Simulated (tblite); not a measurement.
C5H10BrNSi: geometry relaxation (part 3 of 4)

C5H10BrNSi; GFN2-xTB geometry optimisation, gas phase (tblite 0.8.0). It belongs to a series of runs on one base structure; here: constitutional isomer.

Geometry of the input (Å):
```
C  -2.5583  -0.3903  -0.1777
N  -1.2866  -0.0911  0.4218
C  -0.4521  0.7418  -0.4847
C  0.8237  0.2170  0.0677
C  1.9252  1.0039  0.7013
C  2.1619  0.2132  -0.5714
Si -0.0366  -1.1720  0.8230
Br -0.0580  -2.9569  -0.4313
H  -3.1341  0.5332  -0.3184
H  -2.4839  -0.8843  -1.1466
H  -3.1675  -1.0344  0.4756
H  -0.6147  1.8206  -0.3468
H  -0.5855  0.5349  -1.5518
H  1.8901  2.0860  0.6100
H  2.3940  0.6634  1.6079
H  2.2881  0.7680  -1.4817
H  2.8008  -0.6612  -0.4959
H  0.0846  -1.3854  2.2875
```

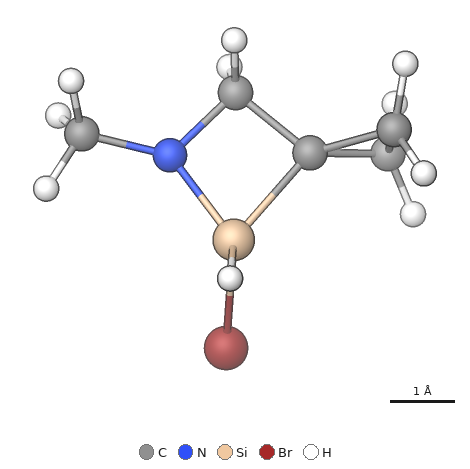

**Figure 1.** The geometry at step 60 of the log (ball-and-stick view, seen at a tilt).

### Trajectory as extended XYZ, continued
```
18
Properties=species:S:1:pos:R:3:forces:R:3 step=48 energy=-668.64108
C    -2.6767   -0.3486   -0.2306   -0.0130   0.0050   0.0000
N    -1.2678   -0.3264    0.0202    0.0130  -0.0020  -0.0080
C    -0.4153    0.7354   -0.4982    0.0160  -0.0080   0.0040
C     0.8819    0.1926    0.0853    0.0080   0.0000  -0.0100
C     1.9781    1.0361    0.6530   -0.0120   0.0100   0.0110
C     2.2116    0.2493   -0.5976    0.0000  -0.0020  -0.0050
Si   -0.0775   -1.2454    0.8323    0.0330   0.0050   0.0090
Br    0.3762   -3.2537   -0.0113   -0.0190   0.0140  -0.0040
H    -3.0863    0.6588   -0.1209   -0.0290   0.0090   0.0080
H    -2.8968   -0.7050   -1.2434   -0.0160   0.0170  -0.0150
H    -3.1700   -1.0047    0.4845    0.0220  -0.0340  -0.0070
H    -0.7099    1.7158   -0.1037    0.0280  -0.0210  -0.0070
H    -0.4248    0.7797   -1.5937   -0.0150  -0.0060   0.0160
H     1.8814    2.1090    0.5734    0.0060   0.0190  -0.0230
H     2.4578    0.7170    1.5669    0.0100  -0.0230   0.0030
H     2.2792    0.7853   -1.5335   -0.0200   0.0120  -0.0040
H     2.8513   -0.6207   -0.5572    0.0090  -0.0020   0.0220
H    -0.2011   -1.4681    2.2628   -0.0220   0.0070   0.0090
18
Properties=species:S:1:pos:R:3:forces:R:3 step=50 energy=-668.64170
C    -2.6769   -0.3491   -0.2303    0.0130   0.0040   0.0000
N    -1.2665   -0.3255    0.0180   -0.0050  -0.0340   0.0110
C    -0.4139    0.7365   -0.4991   -0.0100  -0.0260   0.0000
C     0.8818    0.1942    0.0849    0.0120  -0.0240   0.0120
C     1.9776    1.0364    0.6531    0.0210   0.0100  -0.0060
C     2.2107    0.2486   -0.5984    0.0250   0.0150   0.0090
Si   -0.0764   -1.2441    0.8333   -0.0060   0.0140   0.0220
Br    0.3733   -3.2547   -0.0070   -0.0160   0.0170  -0.0050
H    -3.0899    0.6563   -0.1090   -0.0210  -0.0130   0.0040
H    -2.8960   -0.6959   -1.2474   -0.0200   0.0250   0.0120
H    -3.1649   -1.0152    0.4800    0.0270  -0.0160  -0.0300
H    -0.7115    1.7158   -0.1076    0.0280   0.0150   0.0190
H    -0.4209    0.7808   -1.5935   -0.0190  -0.0100  -0.0220
H     1.8805    2.1096    0.5718    0.0150   0.0080  -0.0200
H     2.4600    0.7182    1.5664   -0.0070  -0.0180  -0.0090
H     2.2820    0.7856   -1.5337   -0.0310   0.0050   0.0010
H     2.8485   -0.6232   -0.5582    0.0070   0.0100   0.0280
H    -0.2061   -1.4681    2.2650   -0.0120   0.0180  -0.0260
18
Properties=species:S:1:pos:R:3:forces:R:3 step=52 energy=-668.64298
C    -2.6764   -0.3494   -0.2298    0.0320  -0.0080  -0.0020
N    -1.2648   -0.3259    0.0162   -0.0250  -0.0230   0.0150
C    -0.4131    0.7360   -0.5010   -0.0240  -0.0150  -0.0130
C     0.8819    0.1963    0.0842    0.0100  -0.0220   0.0270
C     1.9776    1.0376    0.6530    0.0500   0.0010  -0.0300
C     2.2102    0.2477   -0.5987    0.0380   0.0220   0.0220
Si   -0.0738   -1.2399    0.8377   -0.0640   0.0080   0.0040
Br    0.3670   -3.2527   -0.0012   -0.0090   0.0130  -0.0030
H    -3.0991    0.6506   -0.0847    0.0090  -0.0560   0.0130
H    -2.8945   -0.6729   -1.2558   -0.0150   0.0270   0.0440
H    -3.1532   -1.0390    0.4662    0.0060   0.0120  -0.0530
H    -0.7114    1.7164   -0.1152    0.0190   0.0340   0.0510
H    -0.4195    0.7795   -1.5947   -0.0150  -0.0240  -0.0520
H     1.8824    2.1112    0.5667    0.0250  -0.0170   0.0040
H     2.4613    0.7163    1.5653   -0.0260   0.0130  -0.0200
H     2.2848    0.7863   -1.5332   -0.0320  -0.0170   0.0080
H     2.8428   -0.6281   -0.5558    0.0200   0.0300   0.0150
H    -0.2107   -1.4637    2.2689   -0.0010   0.0240  -0.0300
18
Properties=species:S:1:pos:R:3:forces:R:3 step=54 energy=-668.64492
C    -2.6747   -0.3501   -0.2294    0.0030  -0.0170  -0.0080
N    -1.2638   -0.3287    0.0136   -0.0180   0.0470  -0.0160
C    -0.4143    0.7341   -0.5049    0.0080   0.0280  -0.0200
C     0.8817    0.1979    0.0835   -0.0020   0.0130   0.0070
C     1.9794    1.0384    0.6509    0.0220  -0.0040  -0.0200
C     2.2114    0.2464   -0.5975    0.0030  -0.0140   0.0030
Si   -0.0734   -1.2333    0.8448   -0.0620  -0.0120  -0.0370
Br    0.3625   -3.2471    0.0078   -0.0030  -0.0020   0.0000
H    -3.1100    0.6392   -0.0457    0.0340  -0.0730   0.0320
H    -2.8940   -0.6330   -1.2671   -0.0030   0.0110   0.0430
H    -3.1377   -1.0741    0.4395   -0.0370   0.0180  -0.0470
H    -0.7114    1.7177   -0.1225    0.0120  -0.0080   0.0450
H    -0.4212    0.7757   -1.5999   -0.0090  -0.0320  -0.0160
H     1.8878    2.1116    0.5597    0.0290  -0.0120   0.0280
H     2.4593    0.7124    1.5630   -0.0160   0.0430   0.0030
H     2.2868    0.7852   -1.5315   -0.0200  -0.0370  -0.0050
H     2.8352   -0.6346   -0.5502    0.0590   0.0330  -0.0090
H    -0.2123   -1.4516    2.2743    0.0000   0.0170   0.0140
18
Properties=species:S:1:pos:R:3:forces:R:3 step=56 energy=-668.64770
C    -2.6730   -0.3514   -0.2303   -0.0600  -0.0040  -0.0110
N    -1.2624   -0.3349    0.0004    0.0030   0.0780  -0.0470
C    -0.4158    0.7333   -0.5125    0.0430   0.0390   0.0010
C     0.8807    0.1998    0.0823   -0.0140   0.0250  -0.0210
C     1.9826    1.0381    0.6465   -0.0410   0.0040   0.0220
C     2.2130    0.2427   -0.5962   -0.0510  -0.0560  -0.0350
Si   -0.0778   -1.2263    0.8499    0.0060  -0.0160  -0.0340
Br    0.3698   -3.2433    0.0305   -0.0070  -0.0180  -0.0020
H    -3.1169    0.6201    0.0173    0.0270  -0.0580   0.0340
H    -2.9020   -0.5710   -1.2804    0.0130  -0.0020   0.0250
H    -3.1226   -1.1193    0.3964   -0.0530   0.0080  -0.0300
H    -0.7157    1.7156   -0.1235    0.0170  -0.0560  -0.0090
H    -0.4204    0.7744   -1.6095   -0.0080  -0.0060   0.0600
H     1.8955    2.1102    0.5528    0.0270   0.0340   0.0250
H     2.4557    0.7116    1.5602    0.0140   0.0370   0.0470
H     2.2879    0.7792   -1.5305   -0.0040  -0.0350  -0.0370
H     2.8299   -0.6419   -0.5457    0.0910   0.0150  -0.0190
H    -0.2173   -1.4306    2.2807   -0.0040   0.0120   0.0310
18
Properties=species:S:1:pos:R:3:forces:R:3 step=58 energy=-668.65167
C    -2.6730   -0.3549   -0.2317   -0.0390   0.0140   0.0040
N    -1.2593   -0.3396   -0.0240   -0.0030  -0.0190  -0.0230
C    -0.4121    0.7351   -0.5232    0.0160  -0.0180   0.0390
C     0.8809    0.2013    0.0808   -0.0110  -0.0100  -0.0060
C     1.9858    1.0389    0.6408   -0.0500   0.0180   0.0380
C     2.2141    0.2350   -0.5964   -0.0420  -0.0360  -0.0380
Si   -0.0867   -1.2175    0.8534    0.0580   0.0030   0.0200
Br    0.3740   -3.2409    0.0639   -0.0110  -0.0380  -0.0080
H    -3.1242    0.5828    0.1084   -0.0210   0.0140   0.0200
H    -2.9180   -0.4888   -1.2903    0.0180   0.0060  -0.0340
H    -3.1042   -1.1784    0.3324   -0.0380  -0.0200   0.0020
H    -0.7164    1.7095   -0.1198    0.0170  -0.0230  -0.0760
H    -0.4132    0.7752   -1.6205    0.0010   0.0590   0.0920
H     1.9059    2.1108    0.5446    0.0090   0.0550   0.0000
H     2.4568    0.7188    1.5576    0.0150   0.0060   0.0490
H     2.2842    0.7669   -1.5331    0.0180  -0.0260  -0.0560
H     2.8366   -0.6455   -0.5426    0.0590   0.0000  -0.0140
H    -0.2402   -1.4024    2.2879    0.0050   0.0140  -0.0090
18
Properties=species:S:1:pos:R:3:forces:R:3 step=60 energy=-668.65292
C    -2.6746   -0.3546   -0.2323   -0.0010   0.0090  -0.0090
N    -1.2587   -0.3428   -0.0311   -0.0050  -0.0450  -0.0020
C    -0.4111    0.7349   -0.5240   -0.0110  -0.0340   0.0350
C     0.8805    0.2014    0.0804    0.0020  -0.0200   0.0110
C     1.9847    1.0391    0.6407   -0.0150   0.0140   0.0120
C     2.2127    0.2328   -0.5974   -0.0040  -0.0040  -0.0120
Si   -0.0864   -1.2172    0.8527    0.0230  -0.0070   0.0170
Br    0.3799   -3.2442    0.0726   -0.0170  -0.0180  -0.0040
H    -3.1233    0.5786    0.1228   -0.0240   0.0170   0.0110
H    -2.9233   -0.4759   -1.2921    0.0180   0.0150  -0.0120
H    -3.1037   -1.1849    0.3232   -0.0330  -0.0220   0.0020
H    -0.7178    1.7067   -0.1188    0.0110   0.0040  -0.0580
H    -0.4105    0.7794   -1.6201    0.0030   0.0560   0.0590
H     1.9073    2.1118    0.5438    0.0030   0.0300  -0.0050
H     2.4575    0.7208    1.5584   -0.0030   0.0040   0.0190
H     2.2836    0.7640   -1.5350    0.0130  -0.0270  -0.0400
H     2.8391   -0.6458   -0.5433    0.0300   0.0120  -0.0070
H    -0.2447   -1.3978    2.2879    0.0090   0.0150  -0.0190
18
Properties=species:S:1:pos:R:3:forces:R:3 step=62 energy=-668.65469
C    -2.6767   -0.3564   -0.2329    0.0000   0.0010  -0.0020
N    -1.2570   -0.3522   -0.0486   -0.0190  -0.0480   0.0270
C    -0.4095    0.7321   -0.5271   -0.0200  -0.0200   0.0140
C     0.8806    0.2006    0.0804    0.0190  -0.0070   0.0230
C     1.9840    1.0409    0.6384    0.0440   0.0050  -0.0330
C     2.2117    0.2266   -0.5987    0.0460   0.0470   0.0250
Si   -0.0883   -1.2127    0.8561   -0.0150  -0.0270  -0.0070
Br    0.3826   -3.2461    0.0955   -0.0230  -0.0030   0.0050
H    -3.1283    0.5527    0.1862    0.0140  -0.0660  -0.0480
H    -2.9324   -0.4167   -1.2984    0.0150   0.0320   0.0780
H    -3.0943   -1.2244    0.2772   -0.0080   0.0530  -0.0450
H    -0.7176    1.7025   -0.1233   -0.0150   0.0270   0.0080
H    -0.4046    0.7881   -1.6205    0.0110   0.0240  -0.0180
H     1.9143    2.1153    0.5377   -0.0220  -0.0260  -0.0110
H     2.4579    0.7264    1.5589   -0.0270   0.0060  -0.0370
H     2.2818    0.7516   -1.5414    0.0050  -0.0230   0.0050
H     2.8467   -0.6470   -0.5419   -0.0250   0.0230   0.0070
H    -0.2594   -1.3747    2.2908    0.0190   0.0010   0.0080
18
Properties=species:S:1:pos:R:3:forces:R:3 step=64 energy=-668.65559
C    -2.6762   -0.3571   -0.2324    0.0050  -0.0150   0.0160
N    -1.2579   -0.3521   -0.0453    0.0100  -0.0130   0.0100
C    -0.4105    0.7313   -0.5262    0.0050   0.0010   0.0040
C     0.8813    0.2003    0.0810    0.0080   0.0060   0.0020
C     1.9854    1.0414    0.6373    0.0070   0.0060  -0.0090
C     2.2137    0.2277   -0.5978    0.0060   0.0110   0.0000
Si   -0.0893   -1.2124    0.8570    0.0210  -0.0150   0.0010
Br    0.3771   -3.2439    0.0935   -0.0180  -0.0250   0.0000
H    -3.1303    0.5471    0.1884   -0.0090  -0.0010  -0.0140
H    -2.9287   -0.4122   -1.2961   -0.0010   0.0260  -0.0100
H    -3.0953   -1.2268    0.2707   -0.0150   0.0130  -0.0160
H    -0.7169    1.7044   -0.1257   -0.0140   0.0000   0.0140
H    -0.4063    0.7867   -1.6203    0.0100   0.0120  -0.0030
H     1.9155    2.1152    0.5372   -0.0260   0.0000  -0.0150
H     2.4558    0.7268    1.5585   -0.0010   0.0000  -0.0140
H     2.2823    0.7488   -1.5421    0.0070  -0.0040  -0.0040
H     2.8474   -0.6461   -0.5410   -0.0090   0.0040   0.0130
H    -0.2557   -1.3728    2.2916    0.0140  -0.0040   0.0260
18
Properties=species:S:1:pos:R:3:forces:R:3 step=66 energy=-668.65622
C    -2.6770   -0.3581   -0.2325    0.0030   0.0050  -0.0090
N    -1.2577   -0.3580   -0.0506    0.0190   0.0260  -0.0060
C    -0.4114    0.7295   -0.5267    0.0150   0.0170  -0.0090
C     0.8818    0.2002    0.0810   -0.0050   0.0090  -0.0130
C     1.9866    1.0425    0.6345   -0.0160   0.0080   0.0050
C     2.2154    0.2266   -0.5975   -0.0200  -0.0180  -0.0170
Si   -0.0893   -1.2115    0.8591    0.0240   0.0010   0.0090
Br    0.3779   -3.2452    0.1045   -0.0190  -0.0300   0.0000
H    -3.1333    0.5326    0.2154    0.0080  -0.0090  -0.0140
H    -2.9314   -0.3802   -1.2975    0.0050   0.0190   0.0070
H    -3.0950   -1.2425    0.2443   -0.0120   0.0010  -0.0100
H    -0.7200    1.7030   -0.1270   -0.0100  -0.0280   0.0320
H    -0.4050    0.7907   -1.6208    0.0050  -0.0120   0.0010
H     1.9177    2.1158    0.5337   -0.0320   0.0160  -0.0210
H     2.4529    0.7288    1.5575    0.0230  -0.0030   0.0000
H     2.2842    0.7410   -1.5453    0.0020   0.0210  -0.0020
H     2.8492   -0.6466   -0.5393   -0.0040  -0.0140   0.0250
H    -0.2544   -1.3622    2.2954    0.0150  -0.0100   0.0190
18
Properties=species:S:1:pos:R:3:forces:R:3 step=68 energy=-668.65715
C    -2.6766   -0.3594   -0.2327    0.0120   0.0310  -0.0370
N    -1.2557   -0.3621   -0.0537   -0.0010   0.0170  -0.0140
C    -0.4114    0.7291   -0.5279   -0.0040   0.0000  -0.0010
C     0.8822    0.2020    0.0799   -0.0160  -0.0120  -0.0090
C     1.9873    1.0448    0.6311   -0.0240   0.0050   0.0070
C     2.2163    0.2248   -0.5982   -0.0220  -0.0240  -0.0170
Si   -0.0863   -1.2100    0.8630   -0.0140   0.0250   0.0180
Br    0.3730   -3.2496    0.1173   -0.0200  -0.0130   0.0070
H    -3.1386    0.5122    0.2468    0.0280  -0.0050   0.0030
H    -2.9314   -0.3378   -1.2979    0.0210  -0.0010   0.0150
H    -3.0952   -1.2618    0.2078    0.0080  -0.0090  -0.0030
H    -0.7262    1.7004   -0.1271    0.0090  -0.0280   0.0340
H    -0.4029    0.7931   -1.6220   -0.0060  -0.0220   0.0100
H     1.9167    2.1176    0.5268   -0.0200   0.0160  -0.0130
H     2.4509    0.7310    1.5553    0.0320   0.0140   0.0010
H     2.2888    0.7332   -1.5488   -0.0060   0.0320   0.0020
H     2.8483   -0.6492   -0.5345   -0.0010  -0.0180   0.0240
H    -0.2479   -1.3518    2.3032    0.0220  -0.0070  -0.0290
18
Properties=species:S:1:pos:R:3:forces:R:3 step=70 energy=-668.65783
C    -2.6742   -0.3601   -0.2332    0.0090   0.0130  -0.0100
N    -1.2537   -0.3602   -0.0513   -0.0220  -0.0300  -0.0110
C    -0.4107    0.7300   -0.5289   -0.0180  -0.0260   0.0160
C     0.8821    0.2033    0.0789   -0.0050  -0.0220   0.0100
C     1.9866    1.0469    0.6292   -0.0050  -0.0030  -0.0070
C     2.2154    0.2229   -0.5991    0.0040   0.0050   0.0080
Si   -0.0842   -1.2072    0.8667   -0.0350   0.0070  -0.0040
Br    0.3601   -3.2520    0.1202   -0.0200   0.0130   0.0200
H    -3.1423    0.4976    0.2632    0.0180   0.0220   0.0250
H    -2.9257   -0.3145   -1.2966    0.0150  -0.0080  -0.0350
H    -3.0924   -1.2739    0.1849    0.0260  -0.0020  -0.0030
H    -0.7280    1.6989   -0.1261    0.0210   0.0020   0.0120
H    -0.4023    0.7895   -1.6232   -0.0140  -0.0020   0.0160
H     1.9132    2.1197    0.5208   -0.0030  -0.0080   0.0000
H     2.4524    0.7332    1.5532    0.0140   0.0370  -0.0150
H     2.2909    0.7314   -1.5498   -0.0050   0.0060   0.0110
H     2.8461   -0.6522   -0.5283   -0.0060   0.0030   0.0010
H    -0.2419   -1.3468    2.3078    0.0240  -0.0070  -0.0350
18
Properties=species:S:1:pos:R:3:forces:R:3 step=72 energy=-668.65877
C    -2.6734   -0.3601   -0.2356   -0.0240   0.0030  -0.0020
N    -1.2529   -0.3670   -0.0607   -0.0100  -0.0120  -0.0220
C    -0.4108    0.7271   -0.5296    0.0020  -0.0100   0.0130
C     0.8819    0.2005    0.0787    0.0080   0.0010   0.0140
C     1.9851    1.0484    0.6254    0.0060   0.0000  -0.0060
C     2.2151    0.2195   -0.5996    0.0040   0.0170   0.0160
Si   -0.0875   -1.2045    0.8697   -0.0020  -0.0440  -0.0350
Br    0.3541   -3.2545    0.1337   -0.0250   0.0260   0.0270
H    -3.1398    0.4779    0.2986    0.0220  -0.0180  -0.0220
H    -2.9270   -0.2755   -1.2975    0.0120  -0.0010   0.0250
H    -3.0857   -1.2919    0.1498    0.0140   0.0310  -0.0180
H    -0.7276    1.6934   -0.1188    0.0150  -0.0080  -0.0150
H    -0.4006    0.7909   -1.6238   -0.0190   0.0170   0.0260
H     1.9100    2.1209    0.5138   -0.0090  -0.0120  -0.0080
H     2.4553    0.7411    1.5492    0.0030   0.0260  -0.0100
H     2.2885    0.7258   -1.5519    0.0030  -0.0110   0.0130
H     2.8486   -0.6533   -0.5222   -0.0160   0.0120  -0.0170
H    -0.2420   -1.3324    2.3094    0.0160  -0.0160   0.0210
```
